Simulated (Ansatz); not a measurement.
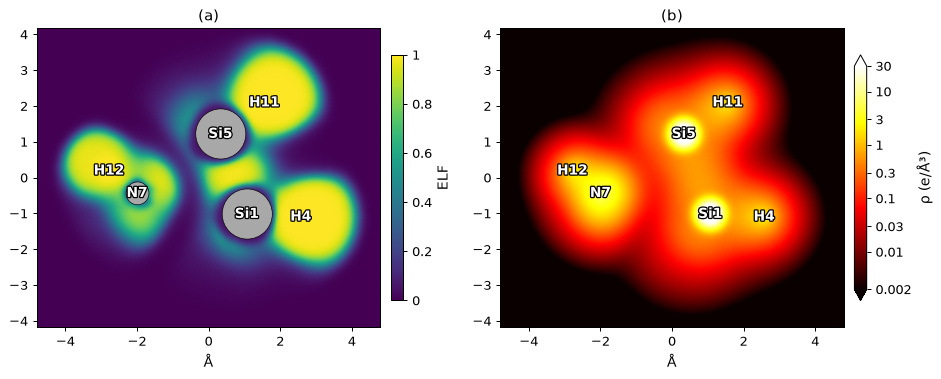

H6SSi2···NH3. (a) electron localisation function; (b) electron density on the plane of atoms H4, Si1 and Si5. Grey discs cover the atomic cores in the ELF map.

These are results of Ansatz 0.2.0, RKS PBE-D4/def2-SVP, not measurements.

Input file:

```
crystal:
  periodic: [false, false, false]
  atoms:
    - { symbol: Si, position_ang: [-1.065876, -0.865014, 0.670363] }
    - { symbol: S, position_ang: [-0.075815, -2.401002, -0.500033] }
    - { symbol: H, position_ang: [-2.189305, -0.380514, -0.207034] }
    - { symbol: H, position_ang: [-1.684892, -1.46852, 1.907479] }
    - { symbol: Si, position_ang: [0.427731, 0.856243, 1.238047] }
    - { symbol: H, position_ang: [0.336562, -0.216557, -1.960818] }
    - { symbol: "N", position_ang: [0.287178, 0.753959, -1.628997] }
    - { symbol: H, position_ang: [1.086649, -2.352251, 0.214448] }
    - { symbol: H, position_ang: [-0.063175, 2.218323, 0.847703] }
    - { symbol: H, position_ang: [1.824984, 0.59173, 0.750305] }
    - { symbol: H, position_ang: [0.526135, 0.84539, 2.753601] }
    - { symbol: H, position_ang: [1.117248, 1.240542, -1.993105] }
    - { symbol: H, position_ang: [-0.527624, 1.177672, -2.09176] }
basis:
  gaussian: { orbitals: def2-SVP }
hamiltonian:
  xc: pbe
  dispersion: d4
relax:
  f_tol: 0.03
  max_steps: 50
output:
  orbitals: {}
```

Launched as:

```sh
ansatz run input.yaml --threads 2 --pin off --max-ram 3072MiB --backend cpu --events-out ev --progress --plain --runs-dir out
```

The fields are those of the relaxed geometry.

Question: What do the fields say about this system?

Answer:
- The plane passes through Si, H and N nuclei.
- Si5···N7 (2.86 Å): the density falls to about 0.13 e/Å³ on the way; the ELF is about 0.15 at the midpoint.
- Si–Si (2.35 Å): ρ at the midpoint is about 0.62 e/Å³; the ELF peaks at about 1 between the atoms, as expected for a shared electron pair.
- N–H (1.03 Å): ρ at the midpoint is about 2.7 e/Å³; the ELF climbs to about 1 towards the hydrogen, as it does in any bond to H: an ordinary covalent bond to hydrogen.
- Si–H (1.51 Å): ρ is about 0.74 e/Å³ halfway; the ELF climbs to about 1 towards the hydrogen.
